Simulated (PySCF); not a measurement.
**SnCl2F2 (SMILES [F][Sn]([F])([Cl])[Cl]) at 3 levels**

Aim: a comparison of 3 runs (HF/3-21G, B3LYP/STO-3G, MP2/3-21G) of SnCl2F2. The job is set up through a Python script.

The calculation is run with PySCF 2.14.0.

## Step 1: The system as given

The species is SnCl2F2 (5 atoms), meant as a singlet with charge 0. SMILES: `[F][Sn]([F])([Cl])[Cl]`. The coordinates come from a PBE0-D4/def2-TZVP relaxation.

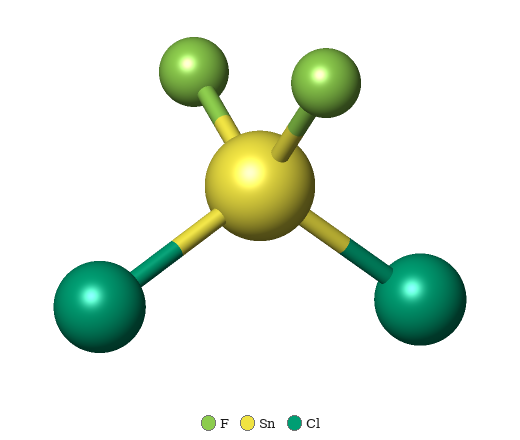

The structure, seen from a chosen angle (fluorine green, tin yellow, chlorine teal).

## Step 2: Energy and forces at HF/3-21G (run 1)

geometry.xyz reads:

```xyz
5

F     -0.136000    -0.318500     1.871500
Sn     0.031600    -0.036600     0.013600
F      1.509000    -1.080200    -0.523100
Cl    -1.837700    -0.793000    -1.030000
Cl     0.483000     2.154700    -0.373400
```

job.py reads:

```python
from pyscf import gto

mol = gto.M(
    atom='geometry.xyz',
    basis='3-21g',
    verbose=3,
    max_memory=1860,
)

myscf = mol.RHF()
myscf.conv_tol = 1e-10
myscf.kernel()
if not myscf.converged:
    myscf = myscf.newton().run(myscf.mo_coeff, myscf.mo_occ)

energy = myscf.e_tot
print('E = %.10f Eh' % energy)
grad = myscf.nuc_grad_method().kernel()
myscf.analyze()
```

Launch:

```bash
$ OMP_NUM_THREADS=1 python job.py
```

Output:

```text
converged SCF energy = -7108.85395640887
E = -7108.8539564089 Eh
--------------- RHF gradients ---------------
         x                y                z
0 F    -0.0024895092    -0.0011452597     0.0139402022
1 Sn    -0.0305715760     0.0309401891    -0.0307540388
2 F     0.0109277367    -0.0073736178    -0.0055210386
3 Cl     0.0277318947     0.0099642676     0.0158802707
4 Cl    -0.0055985462    -0.0323855793     0.0064546045
----------------------------------------------
**** MO energy ****
MO #1   energy= -1035.05204751082  occ= 2
MO #2   energy= -156.392646835919  occ= 2
MO #3   energy= -145.538858707897  occ= 2
MO #4   energy= -145.538677599854  occ= 2
MO #5   energy= -145.538577585355  occ= 2
MO #6   energy= -104.153878038666  occ= 2
MO #7   energy= -104.153743801789  occ= 2
MO #8   energy= -31.6987512737799  occ= 2
MO #9   energy= -27.0747216709709  occ= 2
MO #10  energy= -27.0738005051718  occ= 2
MO #11  energy= -27.0732391588416  occ= 2
MO #12  energy= -26.153842489444   occ= 2
MO #13  energy= -26.1536123281021  occ= 2
MO #14  energy= -19.2418784741165  occ= 2
MO #15  energy= -19.2417249983369  occ= 2
MO #16  energy= -19.2412908596016  occ= 2
MO #17  energy= -19.2407866844674  occ= 2
MO #18  energy= -19.2403698709872  occ= 2
MO #19  energy= -10.5483345265727  occ= 2
MO #20  energy= -10.5478938237096  occ= 2
MO #21  energy= -8.0111702138455   occ= 2
MO #22  energy= -8.01113940622683  occ= 2
MO #23  energy= -8.00725103184262  occ= 2
MO #24  energy= -8.007237337282    occ= 2
MO #25  energy= -8.00713042281358  occ= 2
MO #26  energy= -8.0070907880219   occ= 2
MO #27  energy= -5.71043680752951  occ= 2
MO #28  energy= -4.09811488929006  occ= 2
MO #29  energy= -4.09428195948375  occ= 2
MO #30  energy= -4.09171826701832  occ= 2
MO #31  energy= -1.63230303223133  occ= 2
MO #32  energy= -1.61694255470641  occ= 2
MO #33  energy= -1.58731544486256  occ= 2
MO #34  energy= -1.57662158510906  occ= 2
MO #35  energy= -1.57521067512422  occ= 2
MO #36  energy= -1.527820552613    occ= 2
MO #37  energy= -1.49480972576275  occ= 2
MO #38  energy= -1.15265589733565  occ= 2
MO #39  energy= -1.13486877808487  occ= 2
MO #40  energy= -0.731468103293376 occ= 2
MO #41  energy= -0.656556755915029 occ= 2
MO #42  energy= -0.650465217163223 occ= 2
MO #43  energy= -0.650274632310636 occ= 2
MO #44  energy= -0.626954275883337 occ= 2
MO #45  energy= -0.618099293840007 occ= 2
MO #46  energy= -0.583023237312989 occ= 2
MO #47  energy= -0.546594257939425 occ= 2
MO #48  energy= -0.523277760940989 occ= 2
MO #49  energy= -0.52272594546708  occ= 2
MO #50  energy= -0.516697801642744 occ= 2
MO #51  energy= -0.509091587301436 occ= 2
MO #52  energy= 0.0130637617751259 occ= 0
MO #53  energy= 0.130183604661056  occ= 0
MO #54  energy= 0.133370155923174  occ= 0
MO #55  energy= 0.138348940115457  occ= 0
MO #56  energy= 0.266726673982587  occ= 0
MO #57  energy= 0.324058931535087  occ= 0
MO #58  energy= 0.389311079973932  occ= 0
MO #59  energy= 0.39219328229689   occ= 0
MO #60  energy= 0.720882153382941  occ= 0
MO #61  energy= 0.728080977742465  occ= 0
MO #62  energy= 0.756999253436894  occ= 0
MO #63  energy= 0.793425428622477  occ= 0
MO #64  energy= 0.8340528681368    occ= 0
MO #65  energy= 0.834586039920431  occ= 0
MO #66  energy= 0.902133319672692  occ= 0
MO #67  energy= 0.961195542210166  occ= 0
MO #68  energy= 2.1945671170583    occ= 0
MO #69  energy= 2.22478377836122   occ= 0
MO #70  energy= 2.27863902804865   occ= 0
MO #71  energy= 2.35286881670043   occ= 0
MO #72  energy= 2.37951917541437   occ= 0
MO #73  energy= 2.43492190972947   occ= 0
MO #74  energy= 3.56208009790653   occ= 0
MO #75  energy= 3.68442973973293   occ= 0
 ** Mulliken atomic charges  **
charge of    0F =     -0.50375
charge of    1Sn =      1.68219
charge of    2F =     -0.50375
charge of    3Cl =     -0.33735
charge of    4Cl =     -0.33734
Dipole moment(X, Y, Z, Debye): -0.22194,  0.22467, -0.22301
```

Wall time 6.3 s (1 thread of Intel Xeon at 2.70GHz, shared host); peak memory 0.15 GiB.

## Step 3: Energy and forces at B3LYP/STO-3G (run 2)

start.xyz reads:

```xyz
5
Cl2F2Sn
F     -0.136000    -0.318500     1.871500
Sn     0.031600    -0.036600     0.013600
F      1.509000    -1.080200    -0.523100
Cl    -1.837700    -0.793000    -1.030000
Cl     0.483000     2.154700    -0.373400
```

input.py reads:

```python
# [F][Sn]([F])([Cl])[Cl]
from pyscf import gto, dft

mol = gto.M(
    atom='start.xyz',
    verbose=4,
    basis='sto-3g',
    spin=0,
    max_memory=1860,
)

myscf = dft.RKS(mol, xc='b3lyp')
myscf.grids.level = 5
myscf.conv_tol = 1e-10
myscf.kernel()
if not myscf.converged:
    myscf = myscf.newton().run(myscf.mo_coeff, myscf.mo_occ)

e_tot = myscf.e_tot
print(f'total energy: {e_tot:.8f} hartree')
grad = myscf.nuc_grad_method().kernel()
myscf.analyze()
```

Launch:

```bash
$ OMP_NUM_THREADS=1 python input.py
```

Output:

```text
PySCF version 2.14.0

[INPUT] num. atoms = 5
[INPUT] num. electrons = 102
[INPUT] charge = 0
[INPUT] spin (= nelec alpha-beta = 2S) = 0
[INPUT] symmetry False subgroup None
[INPUT] Mole.unit = angstrom
[INPUT] Symbol           X                Y                Z      unit          X                Y                Z       unit  Magmom
[INPUT]  1 F     -0.136000000000  -0.318500000000   1.871500000000 AA   -0.257002752941  -0.601877770674   3.536622442124 Bohr   0.0
[INPUT]  2 Sn     0.031600000000  -0.036600000000   0.013600000000 AA    0.059715345536  -0.069163976159   0.025700275294 Bohr   0.0
[INPUT]  3 F      1.509000000000  -1.080200000000  -0.523100000000 AA    2.851596721969  -2.041282159755  -0.988515735760 Bohr   0.0
[INPUT]  4 Cl    -1.837700000000  -0.793000000000  -1.030000000000 AA   -3.472749699113  -1.498552816780  -1.946417908302 Bohr   0.0
[INPUT]  5 Cl     0.483000000000   2.154700000000  -0.373400000000 AA    0.912737718165   4.071792880600  -0.705623734913 Bohr   0.0

[... 73 lines left out ...]
Total Energy =                       -7072.603038193000430
[... 7 lines left out ...]
MO #1   energy= -1019.48248797774  occ= 2
[... 5 lines left out ...]
MO #7   energy= -100.40490247497   occ= 2
[... 5 lines left out ...]
MO #13  energy= -24.3317775473778  occ= 2
[... 5 lines left out ...]
MO #19  energy= -9.21440474251695  occ= 2
[... 5 lines left out ...]
MO #25  energy= -6.9791824501888   occ= 2
[... 5 lines left out ...]
MO #31  energy= -1.07168966482043  occ= 2
[... 5 lines left out ...]
MO #37  energy= -0.66254369020725  occ= 2
[... 5 lines left out ...]
MO #43  energy= -0.318157974697165 occ= 2
[... 5 lines left out ...]
MO #49  energy= -0.225131616649156 occ= 2
[... 5 lines left out ...]
MO #55  energy= 0.180271204632978  occ= 0
[... 24 lines left out ...]
pop of  1 Sn 3dxy         1.99999
pop of  1 Sn 3dyz         2.00000
pop of  1 Sn 3dz^2        1.99999
pop of  1 Sn 3dxz         1.99999
pop of  1 Sn 3dx2-y2      1.99999
pop of  1 Sn 4dxy         1.99294
pop of  1 Sn 4dyz         1.99785
pop of  1 Sn 4dz^2        1.98988
pop of  1 Sn 4dxz         1.99584
pop of  1 Sn 4dx2-y2      1.99369
pop of  2 F 1s            1.99996
pop of  2 F 2s            1.92264
pop of  2 F 2px           1.61705
pop of  2 F 2py           1.75538
pop of  2 F 2pz           1.88091
pop of  3 Cl 1s           2.00000
pop of  3 Cl 2s           1.99982
pop of  3 Cl 3s           1.93831
pop of  3 Cl 2px          1.99965
pop of  3 Cl 2py          1.99990
pop of  3 Cl 2pz          1.99986
pop of  3 Cl 3px          1.62608
pop of  3 Cl 3py          1.88623
pop of  3 Cl 3pz          1.85387
pop of  4 Cl 1s           2.00000
pop of  4 Cl 2s           1.99982
pop of  4 Cl 3s           1.93831
pop of  4 Cl 2px          1.99994
pop of  4 Cl 2py          1.99953
pop of  4 Cl 2pz          1.99995
pop of  4 Cl 3px          1.92559
pop of  4 Cl 3py          1.50121
pop of  4 Cl 3pz          1.93937
 ** Mulliken atomic charges  **
charge of    0F =     -0.17594
charge of    1Sn =      0.95933
charge of    2F =     -0.17595
charge of    3Cl =     -0.30372
charge of    4Cl =     -0.30371
Dipole moment(X, Y, Z, Debye):  1.10019, -1.11334,  1.11056
```

Wall time 19 s (1 thread of Intel Xeon at 2.70GHz, shared host); peak memory 0.56 GiB.

## Step 4: Energy and gradient at MP2/3-21G (run 3)

start.xyz is that of step 3.

input.py reads:

```python
from pyscf import gto, scf, mp

mol = gto.M(
    atom='start.xyz',
    verbose=4,
    max_memory=1860,
    basis='3-21g',
    spin=0,
)

hf = scf.RHF(mol)
hf.conv_tol = 1e-10
hf.kernel()
if not hf.converged:
    hf = hf.newton().run(hf.mo_coeff, hf.mo_occ)

pt = mp.MP2(hf, frozen=30).run()
energy = pt.e_tot
print('E = %.10f Eh' % energy)
grad = pt.nuc_grad_method().kernel()
dip = hf.dip_moment()
pop, q = hf.mulliken_pop()
```

Launch:

```bash
$ OMP_NUM_THREADS=1 python input.py
```

Output:

```text
PySCF version 2.14.0

[INPUT] num. atoms = 5
[INPUT] num. electrons = 102
[INPUT] charge = 0
[INPUT] spin (= nelec alpha-beta = 2S) = 0
[INPUT] symmetry False subgroup None
[INPUT] Mole.unit = angstrom
[INPUT] Symbol           X                Y                Z      unit          X                Y                Z       unit  Magmom
[INPUT]  1 F     -0.136000000000  -0.318500000000   1.871500000000 AA   -0.257002752941  -0.601877770674   3.536622442124 Bohr   0.0
[INPUT]  2 Sn     0.031600000000  -0.036600000000   0.013600000000 AA    0.059715345536  -0.069163976159   0.025700275294 Bohr   0.0
[INPUT]  3 F      1.509000000000  -1.080200000000  -0.523100000000 AA    2.851596721969  -2.041282159755  -0.988515735760 Bohr   0.0
[INPUT]  4 Cl    -1.837700000000  -0.793000000000  -1.030000000000 AA   -3.472749699113  -1.498552816780  -1.946417908302 Bohr   0.0
[INPUT]  5 Cl     0.483000000000   2.154700000000  -0.373400000000 AA    0.912737718165   4.071792880600  -0.705623734913 Bohr   0.0

[... 48 lines left out ...]
converged SCF energy = -7108.85395640887
[... 17 lines left out ...]
Dipole moment(X, Y, Z, Debye): -0.22194,  0.22467, -0.22301
[... 42 lines left out ...]
pop of  2 F 2s            0.44118
pop of  2 F 3s            1.54291
pop of  2 F 2px           0.77247
pop of  2 F 2py           0.81807
pop of  2 F 2pz           0.85528
pop of  2 F 3px           0.99480
pop of  2 F 3py           1.03185
pop of  2 F 3pz           1.06617
pop of  3 Cl 1s           1.99862
pop of  3 Cl 2s           1.95967
pop of  3 Cl 3s           1.11669
pop of  3 Cl 4s           0.94181
pop of  3 Cl 2px          1.96597
pop of  3 Cl 2py          1.96996
pop of  3 Cl 2pz          1.96943
pop of  3 Cl 3px          0.92656
pop of  3 Cl 3py          1.04471
pop of  3 Cl 3pz          1.02716
pop of  3 Cl 4px          0.78830
pop of  3 Cl 4py          0.88807
pop of  3 Cl 4pz          0.88024
pop of  4 Cl 1s           1.99862
pop of  4 Cl 2s           1.95967
pop of  4 Cl 3s           1.11669
pop of  4 Cl 4s           0.94181
pop of  4 Cl 2px          1.97054
pop of  4 Cl 2py          1.96407
pop of  4 Cl 2pz          1.97073
pop of  4 Cl 3px          1.06120
pop of  4 Cl 3py          0.87164
pop of  4 Cl 3pz          1.06560
pop of  4 Cl 4px          0.90544
pop of  4 Cl 4py          0.73747
pop of  4 Cl 4pz          0.91368
 ** Mulliken atomic charges  **
charge of    0F =     -0.50721
charge of    1Sn =      1.96878
charge of    2F =     -0.50721
charge of    3Cl =     -0.47718
charge of    4Cl =     -0.47717
```

Wall time 15 s (1 thread of Intel Xeon at 2.70GHz, shared host); peak memory 0.51 GiB.

## Step 5: All runs side by side

```csv
run,level,integration grid,frozen core orbitals,energy (Eh),dipole moment (D) of the reference,HOMO energy (eV),LUMO energy (eV),wall time
1,HF/3-21G,–,–,-7108.853956,0.39,-13.85,0.36,6.3 s
2,B3LYP/STO-3G,5,–,-7072.603038,1.92,-6.00,1.33,19 s
3,MP2/3-21G,–,30,-7109.229027,0.39,-13.85,0.36,15 s
```

## Step 6: What came out

```
                                           quantity           value
                                run 3: total energy  -7109.22903 Eh
        run 3: dipole moment (Hartree–Fock density)          0.39 D
         run 3: HOMO energy (Hartree–Fock orbitals)       -13.85 eV
         run 3: LUMO energy (Hartree–Fock orbitals)         0.36 eV
       run 3: HOMO–LUMO gap (Hartree–Fock orbitals)        14.21 eV
run 3: correlation energy (30 core orbitals frozen)      -375.1 mEh
                    run 3: largest force on an atom      2.261 eV/Å
```

In run 2 the basis is minimal, so the values are rough. In runs 1, 2, 3 relativity is left out where basis or elements ask for it. All runs together took 40 s, the longest 19 s.
